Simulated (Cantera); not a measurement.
Charge: 1 mol Pb, 1.8 mol H2, 46 mol N2, at 1.00 bar.

Equilibrium computed with Cantera from the NASA thermochemical tables; the gas is ideal and each condensed phase is pure. Candidate condensed phases: Pb; 11 gas species. The numbers say what is thermodynamically allowed, not how fast it happens.

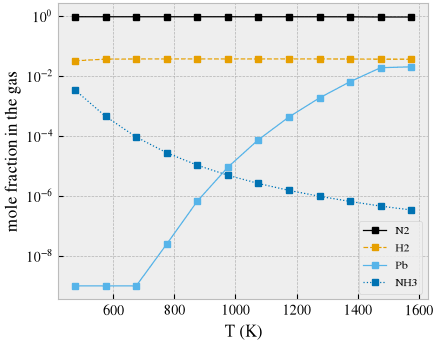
Figure. Equilibrium gas composition (values under 1e-9 drawn at 1e-9)

Task: Read off the mole fractions at 1075 K.

Result: N2 about 0.96, H2 about 0.038, Pb about 7.6e-5, NH3 about 2.6e-6.
